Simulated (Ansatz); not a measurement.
## Geometry relaxation of AlSiH$_{4}$OF

The run: geometry relaxation of AlSiH$_{4}$OF. Method and program: RHF/def2-SVP (Ansatz 0.2.0).

The input holds or restrains some coordinates. Forces given for the steps count only the free coordinates. It belongs to a series of runs on one base structure; here: pulled along the bonds that form and break, towards end A. Figures and captions count atoms from 1; the log counts them from 0 in places.

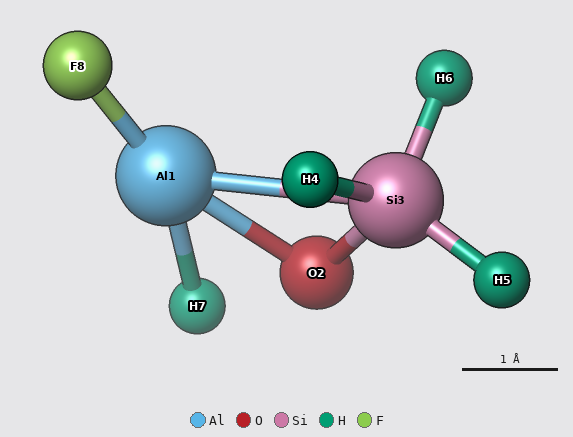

Figure 1. The structure as given in the input (ball-and-stick view, seen at a tilt; atoms are numbered from 1 in the order of the input). Sticks mark near contacts. Bond lengths as drawn: Al–F 1.69 Å, Al–H 1.76 Å, Al–O 1.98 Å, Al–Si 2.52 Å, H–Si 1.46 Å and O–Si 1.68 Å.

The input
```yaml
crystal:
  periodic: [false, false, false]
  atoms:
    - { symbol: Al, position_ang: [0.0, 0.0, 0.0] }
    - { symbol: O, position_ang: [1.2704, 0.0, 1.5187] }
    - { symbol: Si, position_ang: [-0.0443, -0.4067, 2.4823] }
    - { symbol: H, position_ang: [-0.9686, -1.2403, 1.7191] }
    - { symbol: H, position_ang: [0.4198, -1.1432, 3.6544] }
    - { symbol: H, position_ang: [-0.7283, 0.8095, 2.912] }
    - { symbol: H, position_ang: [1.7458, 0.0, 0.2228] }
    - { symbol: F, position_ang: [-1.4635, 0.0, -0.845] }
basis:
  gaussian: { orbitals: def2-SVP }
hamiltonian:
  xc: hf
relax:
  f_tol: 0.15
  max_steps: 25
  restrain:
    - { distance: [1, 6], at: 2.21, k: 30.0 }
    - { distance: [0, 1], at: 1.78, k: 30.0 }
    - { distance: [0, 6], at: 1.56, k: 30.0 }
```

Launched with:
```bash
ansatz run input.yaml --threads 1 --pin off --max-ram 2048MiB --backend cpu --events-out ev --progress --plain --runs-dir out
```

Log
```
The last accepted step is kept in [file] (removed where the run ends without a failure and the disk answers)
Engine: ansatz 0.2.0, x86_64-unknown-linux-gnu
Functional definition: HF
  exchange = exact_x
  correlation = 0
832 factors; integrals over basis functions are off by at most 4.1e-4 eV
mean field evaluation 1: about -19237.1091 eV, gradient 4.6e1 eV
mean field evaluation 2: about -19237.1393 eV, gradient 4.6e1 eV
mean field evaluation 4: about -19241.5192 eV, gradient 3.9e0 eV
mean field evaluation 8: about -19241.6151 eV, gradient 3.5e-1 eV
mean field -19241.61715358 eV, -707.1163879577 hartree, gradient 2.3e-5 eV, S^2 0.000000; 0 other end points of the search recorded, 0 dependent functions left out
the calculation of the forces begins
reference -19241.61715358 eV, -707.1163879577 hartree; 24, 24 occupied and 60, 60 virtual orbitals, 832 factors
relax step   1: F+E_penalty+E_count = -19241.61715358 eV  Δ(F+E_penalty+E_count) = +0.000e0 eV  max|allowed force component| = 3.219e0 eV/Å  E_restraint = 11.52452962 eV  max|allowed force component, restraints' pulls added| = 2.562e1 eV/Å  Δτ_max = 0.0000 Å  (39 SCF iters, accepted)
  distance O 1 - H 6 = 1.3803 Å
  distance Al 0 - O 1 = 1.9800 Å
  distance Al 0 - H 6 = 1.7600 Å
these checks for a lower state are left out or cut short: starts, cluster_reference, orbital_swaps, neighbouring_geometries, increment
832 factors; integrals over basis functions are off by at most 4.2e-4 eV
mean field evaluation 16: about -19242.9400 eV, gradient 1.6e-2 eV
mean field -19242.99300629 eV, -707.1669496119 hartree, gradient 5.7e-5 eV, S^2 0.000000; 0 other end points of the search recorded, 0 dependent functions left out
[... from here on the field's lines of each further geometry are left out, up to the last ...]
relax step   2: F+E_penalty+E_count = -19242.99300629 eV  Δ(F+E_penalty+E_count) = -1.376e0 eV  max|allowed force component| = 3.486e0 eV/Å  E_restraint = 4.79066822 eV  max|allowed force component, restraints' pulls added| = 1.842e1 eV/Å  Δτ_max = 0.1949 Å  (41 SCF iters, accepted)
relax step   3: F+E_penalty+E_count = -19244.15856667 eV  Δ(F+E_penalty+E_count) = -1.166e0 eV  max|allowed force component| = 3.185e0 eV/Å  E_restraint = 1.11471652 eV  max|allowed force component, restraints' pulls added| = 9.401e0 eV/Å  Δτ_max = 0.1950 Å  (33 SCF iters, accepted)
relax step   4: F+E_penalty+E_count = -19245.39985400 eV  Δ(F+E_penalty+E_count) = -1.241e0 eV  max|allowed force component| = 2.215e0 eV/Å  E_restraint = 0.05933831 eV  max|allowed force component, restraints' pulls added| = 3.395e0 eV/Å  Δτ_max = 0.1948 Å  (31 SCF iters, accepted)
relax step   5: F+E_penalty+E_count = -19246.49535442 eV  Δ(F+E_penalty+E_count) = -1.096e0 eV  max|allowed force component| = 1.913e0 eV/Å  E_restraint = 0.10196092 eV  max|allowed force component, restraints' pulls added| = 1.040e0 eV/Å  Δτ_max = 0.1915 Å  (30 SCF iters, accepted)
relax step   6: F+E_penalty+E_count = -19246.86091291 eV  Δ(F+E_penalty+E_count) = -3.656e-1 eV  max|allowed force component| = 2.371e0 eV/Å  E_restraint = 0.22556726 eV  max|allowed force component, restraints' pulls added| = 9.030e-1 eV/Å  Δτ_max = 0.1948 Å  (31 SCF iters, accepted)
relax step   7: F+E_penalty+E_count = -19247.03524119 eV  Δ(F+E_penalty+E_count) = -1.743e-1 eV  max|allowed force component| = 2.278e0 eV/Å  E_restraint = 0.26130458 eV  max|allowed force component, restraints' pulls added| = 1.031e0 eV/Å  Δτ_max = 0.1953 Å  (30 SCF iters, accepted)
relax step   8: F+E_penalty+E_count = -19247.08906347 eV  Δ(F+E_penalty+E_count) = -5.382e-2 eV  max|allowed force component| = 2.106e0 eV/Å  E_restraint = 0.23207662 eV  max|allowed force component, restraints' pulls added| = 7.697e-1 eV/Å  Δτ_max = 0.1990 Å  (31 SCF iters, accepted)
relax step   9: F+E_penalty+E_count = -19247.11519984 eV  Δ(F+E_penalty+E_count) = -2.614e-2 eV  max|allowed force component| = 1.838e0 eV/Å  E_restraint = 0.19152150 eV  max|allowed force component, restraints' pulls added| = 9.017e-1 eV/Å  Δτ_max = 0.1705 Å  (30 SCF iters, accepted)
relax step  10: F+E_penalty+E_count = -19247.15460358 eV  Δ(F+E_penalty+E_count) = -3.940e-2 eV  max|allowed force component| = 1.950e0 eV/Å  E_restraint = 0.16199759 eV  max|allowed force component, restraints' pulls added| = 2.197e-1 eV/Å  Δτ_max = 0.1989 Å  (30 SCF iters, accepted)
relax step  11: F+E_penalty+E_count = -19247.17574124 eV  Δ(F+E_penalty+E_count) = -2.114e-2 eV  max|allowed force component| = 1.995e0 eV/Å  E_restraint = 0.17255981 eV  max|allowed force component, restraints' pulls added| = 1.754e-1 eV/Å  Δτ_max = 0.2000 Å  (30 SCF iters, accepted)
the calculation of the forces begins
reference -19247.17085366 eV, -707.3204826709 hartree; 24, 24 occupied and 60, 60 virtual orbitals, 832 factors
relax step  12: F+E_penalty+E_count = -19247.17085366 eV  Δ(F+E_penalty+E_count) = +4.888e-3 eV  max|allowed force component| = 2.056e0 eV/Å  E_restraint = 0.16692037 eV  max|allowed force component, restraints' pulls added| = 9.652e-3 eV/Å  Δτ_max = 0.0170 Å  (32 SCF iters, accepted)
  distance O 1 - H 6 = 2.2855 Å
  distance Al 0 - O 1 = 1.7125 Å
  distance Al 0 - H 6 = 1.5306 Å
832 factors; integrals over basis functions are off by at most 7.2e-4 eV
mean field evaluation 96: about -19245.5823 eV, gradient 3.1e1 eV
```

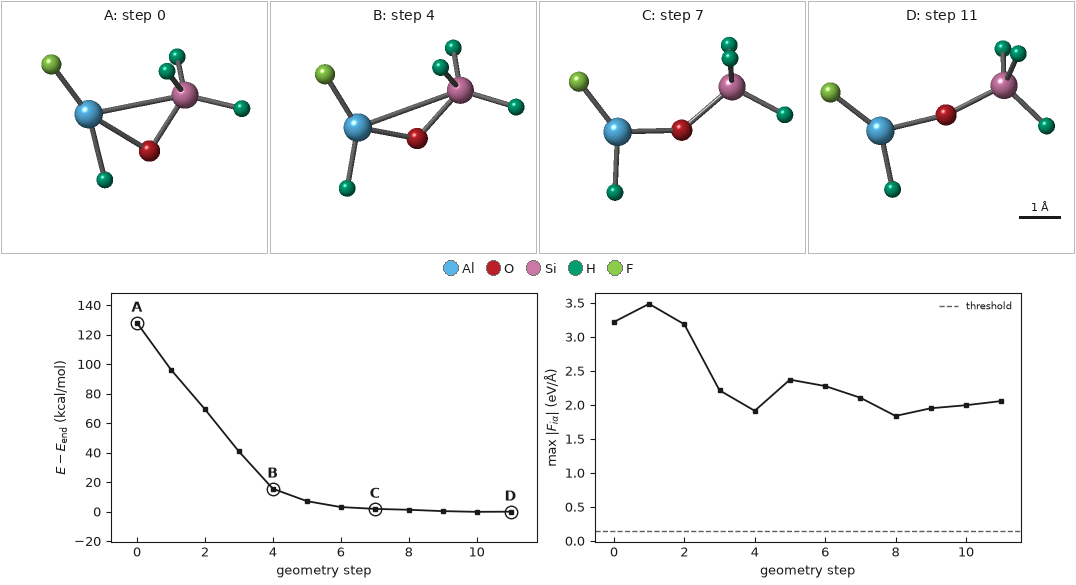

Figure 2. Frames of the restrained relaxation (ball-and-stick view, seen at a tilt) above the curves, on which the letters mark them (the first geometry is step 0 here and step 1 in the log).

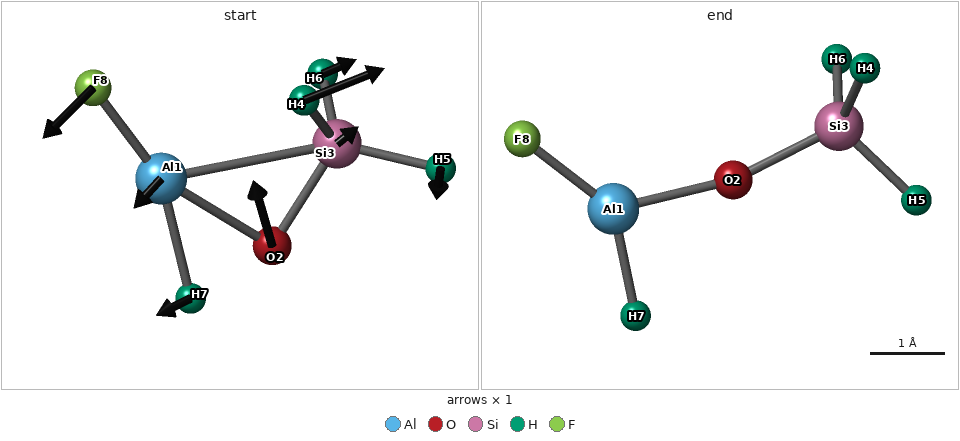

Figure 3. Before (left) and after (right) the restrained relaxation, at one scale (ball-and-stick view, seen at a tilt). The black arrows give the displacements, at true length. After 11 geometry steps the energy has fallen by 128.1 kcal/mol. Largest force component: 3.2 eV/Å at the start, 2.1 eV/Å at the end. The largest move after the best rigid fit is that of H4, 1.19 Å. By element the largest moves are H 1.19 Å, O 1.08 Å, F 1.01 Å, Al 0.56 Å, Si 0.39 Å. Among the contacts that change: Al1–Si3 2.516 → 3.322 Å, Al1–O2 1.980 → 1.712 Å, Al1–H7 1.760 → 1.531 Å, Al1–F8 1.690 → 1.638 Å. Bonds break: Al1–Si3 (2.52 → 3.32 Å). Among the angles that change: Al1–O2–Si3 86.4° → 166.4°, O2–Al1–H7 42.8° → 89.4°, O2–Al1–F8 159.9° → 130.0°. (Atoms are counted from 1 in the order of the input.)

```
mean field -19247.17085366 eV, -707.3204826709 hartree, gradient 5.3e-5 eV, S^2 0.000000; 1 other end points of the search recorded, 0 dependent functions left out
the calculation of the forces begins
reference -19247.17085366 eV, -707.3204826709 hartree; 24, 24 occupied and 60, 60 virtual orbitals, 832 factors
Total energy: -19247.17085366 eV, -707.3204826709 hartree
Atom 0 at     0.399800     0.133563    -0.402575 Å, force     0.697933    -0.482330     2.056307 eV/Å
Atom 1 at     0.250324    -0.216239     1.267093 Å, force    -1.481686     0.181095    -0.447818 eV/Å
Atom 2 at    -0.271834    -0.517261     2.785510 Å, force     0.009652     0.004547     0.002103 eV/Å
Atom 3 at    -1.316540    -1.570754     2.786868 Å, force    -0.002685    -0.002439     0.000155 eV/Å
Atom 4 at     0.854620    -0.974278     3.630688 Å, force    -0.005027    -0.000123    -0.001023 eV/Å
Atom 5 at    -0.849807     0.706255     3.393219 Å, force    -0.002403    -0.000172    -0.000204 eV/Å
Atom 6 at     1.920595     0.015785    -0.275611 Å, force     0.784340     0.298968    -1.609027 eV/Å
Atom 7 at    -0.755858     0.442228    -1.520891 Å, force    -0.000125     0.000454    -0.000492 eV/Å
Dipole moment:     0.036394     0.024143    -0.125647 e Å
```

Trajectory as extended XYZ (Å, eV, eV/Å), 12 frames, from step=1 to step=12
```
8
Properties=species:S:1:pos:R:3:forces:R:3 step=1 energy=-19241.61715
Al    0.0000    0.0000    0.0000    1.9287   0.0454  -2.6317
O     1.2704    0.0000    1.5187   -3.2193   0.0085   1.0148
Si   -0.0443   -0.4067    2.4823    2.6042   0.3490   2.6182
H    -0.9686   -1.2403    1.7191   -0.4759  -0.1355  -0.8598
H     0.4198   -1.1432    3.6544   -0.2214  -0.3676   0.1708
H    -0.7283    0.8095    2.9120   -0.5080   0.2049  -0.0232
H     1.7458    0.0000    0.2228   -0.7872  -0.1880  -1.4951
F    -1.4635    0.0000   -0.8450    0.6790   0.0832   1.2061
8
Properties=species:S:1:pos:R:3:forces:R:3 step=2 energy=-19242.99301
Al    0.0800   -0.0001    0.0062    2.5934  -0.0661  -0.5872
O     1.1821    0.0162    1.6096   -3.3846   0.2533   0.0229
Si   -0.0640   -0.4158    2.5391    1.4047   0.4654   1.9733
H    -0.9727   -1.2389    1.7114   -0.4385  -0.1551  -0.5547
H     0.4184   -1.1549    3.6683   -0.2713  -0.7376   0.8571
H    -0.7402    0.8141    2.9157   -0.8661   0.2323   0.3609
H     1.7545   -0.0025    0.0281   -0.8646  -0.1278  -3.4859
F    -1.4269    0.0012   -0.8140    1.8272   0.1356   1.4135
8
Properties=species:S:1:pos:R:3:forces:R:3 step=3 energy=-19244.15857
Al    0.1574   -0.0013    0.0395    1.6996  -0.0224  -0.2549
O     1.0868    0.0338    1.6778   -0.1105   1.1257  -3.1852
Si   -0.0747   -0.4161    2.5800   -1.6862  -0.4139   3.0103
H    -0.9780   -1.2407    1.7072   -0.2924  -0.0921  -0.1547
H     0.4133   -1.1687    3.6860   -0.2052  -0.8282   1.0944
H    -0.7578    0.8170    2.9260   -1.0393   0.2002   0.6389
H     1.7636   -0.0087   -0.1665   -0.8952  -0.1073  -2.7302
F    -1.3791    0.0041   -0.7857    2.5292   0.1380   1.5814
8
Properties=species:S:1:pos:R:3:forces:R:3 step=4 energy=-19245.39985
Al    0.2383   -0.0022    0.0491    1.2830   0.1293  -0.3706
O     1.0317    0.0684    1.6625   -0.4977   0.6384  -2.2147
Si   -0.1039   -0.4137    2.6348   -1.2513  -0.2506   1.4428
H    -0.9924   -1.2434    1.7205   -0.1336  -0.0188   0.3571
H     0.4007   -1.1985    3.7287   -0.1199  -0.4871   0.7613
H    -0.8121    0.8178    2.9675   -0.7903   0.0080   0.7315
H     1.7676   -0.0204   -0.3609   -0.6834  -0.1221  -2.0244
F    -1.2986    0.0114   -0.7378    2.1932   0.1030   1.3169
8
Properties=species:S:1:pos:R:3:forces:R:3 step=5 energy=-19246.49535
Al    0.3372    0.0114   -0.0355    1.4544   0.2536   0.0395
O     0.9795    0.1154    1.5734   -1.9133  -0.1368   0.2622
Si   -0.1282   -0.3957    2.6725   -0.3783   0.0926  -0.0392
H    -1.0466   -1.2694    1.8385    0.0414   0.0861   0.4061
H     0.3938   -1.2076    3.7735    0.1454   0.0111   0.1900
H    -0.9192    0.7757    3.1207   -0.0274  -0.1987   0.2960
H     1.7925   -0.0581   -0.5470   -0.1646  -0.1407  -1.7080
F    -1.1778    0.0476   -0.7318    0.8425   0.0328   0.5535
8
Properties=species:S:1:pos:R:3:forces:R:3 step=6 energy=-19246.86091
Al    0.3862    0.0361   -0.1458    1.9072   0.2054   0.9733
O     0.8912    0.0885    1.5047   -2.3710  -0.3206   0.6592
Si   -0.1700   -0.4069    2.6891    0.0821   0.0748  -0.0223
H    -1.1439   -1.3269    1.9971    0.1173   0.1537   0.2603
H     0.4540   -1.1525    3.8058    0.1368   0.0682  -0.1578
H    -0.9384    0.7324    3.2623    0.1116  -0.1017  -0.0926
H     1.8406   -0.0553   -0.6023    0.1770  -0.0857  -1.6810
F    -1.0883    0.1039   -0.8466   -0.1611   0.0058   0.0611
8
Properties=species:S:1:pos:R:3:forces:R:3 step=7 energy=-19247.03524
Al    0.4191    0.0733   -0.2305    1.8365  -0.0867   1.6491
O     0.7896    0.0158    1.4507   -2.2776  -0.1615   0.6614
Si   -0.2033   -0.4241    2.7188    0.2705  -0.1223  -0.2540
H    -1.2369   -1.3618    2.1653    0.1527   0.1004   0.1774
H     0.5463   -1.1295    3.7988   -0.0653   0.1973  -0.2434
H    -0.9452    0.7260    3.3046    0.2073  -0.0343  -0.0781
H     1.8957   -0.0242   -0.5916    0.3407   0.0542  -1.6887
F    -1.0339    0.1439   -0.9518   -0.4648   0.0529  -0.2237
8
Properties=species:S:1:pos:R:3:forces:R:3 step=8 energy=-19247.08906
Al    0.4172    0.0436   -0.2789    1.3204   0.2161   1.5717
O     0.7065   -0.0575    1.4140   -2.1057  -0.1940   0.3487
Si   -0.2201   -0.4508    2.7317    0.2225  -0.2032   0.0081
H    -1.2476   -1.4657    2.3201    0.1778   0.1701   0.0827
H     0.6116   -1.0486    3.8160   -0.0951   0.1422  -0.2231
H    -0.9549    0.7175    3.2824    0.1168  -0.0113  -0.0857
H     1.9159   -0.0242   -0.5582    0.3702  -0.0044  -1.6973
F    -0.9974    0.3049   -1.0629   -0.0069  -0.1155  -0.0051
8
Properties=species:S:1:pos:R:3:forces:R:3 step=9 energy=-19247.11520
Al    0.4209    0.1260   -0.3333    0.8027  -0.3524   1.7394
O     0.5771   -0.1036    1.3717   -1.8378  -0.0641  -0.1003
Si   -0.2364   -0.4941    2.7548    0.0905   0.0327  -0.0006
H    -1.3071   -1.5137    2.4627    0.3554   0.2156   0.1079
H     0.6917   -1.0113    3.8077   -0.1773   0.0066  -0.3335
H    -0.9024    0.7092    3.3128   -0.0324  -0.0258  -0.0137
H     1.9437   -0.0243   -0.4859    0.3200   0.2215  -1.6698
F    -0.9562    0.3311   -1.2263    0.4789  -0.0340   0.2707
8
Properties=species:S:1:pos:R:3:forces:R:3 step=10 energy=-19247.15460
Al    0.4076    0.1310   -0.3722    0.9866  -0.4574   1.9505
O     0.4191   -0.1654    1.3181   -1.6640   0.1379  -0.1870
Si   -0.2574   -0.5018    2.7755    0.1002   0.0244  -0.0748
H    -1.3024   -1.5482    2.6355    0.0101   0.0134   0.0090
H     0.7732   -0.9887    3.7191    0.0039  -0.0061  -0.0204
H    -0.8900    0.7057    3.3592   -0.0103   0.0107  -0.0162
H     1.9349   -0.0139   -0.3888    0.5582   0.2614  -1.6693
F    -0.8538    0.4005   -1.3821    0.0153   0.0156   0.0081
8
Properties=species:S:1:pos:R:3:forces:R:3 step=11 energy=-19247.17574
Al    0.4016    0.1347   -0.4041    0.5599  -0.4714   1.9954
O     0.2339   -0.2167    1.2625   -1.4063   0.2000  -0.4985
Si   -0.2695   -0.5168    2.7847   -0.0978  -0.0309   0.0583
H    -1.3171   -1.5692    2.7916    0.0166   0.0057   0.0121
H     0.8591   -0.9761    3.6250    0.0158   0.0013  -0.0132
H    -0.8445    0.7052    3.3986    0.0094   0.0047  -0.0021
H     1.9193    0.0189   -0.2643    0.8327   0.3014  -1.6004
F    -0.7516    0.4393   -1.5296    0.0696  -0.0108   0.0485
8
Properties=species:S:1:pos:R:3:forces:R:3 step=12 energy=-19247.17085
Al    0.3998    0.1336   -0.4026    0.6979  -0.4823   2.0563
O     0.2503   -0.2162    1.2671   -1.4817   0.1811  -0.4478
Si   -0.2718   -0.5173    2.7855    0.0097   0.0045   0.0021
H    -1.3165   -1.5708    2.7869   -0.0027  -0.0024   0.0002
H     0.8546   -0.9743    3.6307   -0.0050  -0.0001  -0.0010
H    -0.8498    0.7063    3.3932   -0.0024  -0.0002  -0.0002
H     1.9206    0.0158   -0.2756    0.7843   0.2990  -1.6090
F    -0.7559    0.4422   -1.5209   -0.0001   0.0005  -0.0005
```

Results in brief

- outcome: converged under the restraints of the input
- total energy: −19247.1709 eV
- mean-field energy: −19247.1709 eV
- largest force (length of the vector) at the end, held atoms and coordinates included: 2.224 eV/Å
- hardware: 1 thread of Intel Xeon (Granite Rapids), 32 GiB of memory available, shared host
- wall time: 11 s
- peak memory: 0.16 GiB
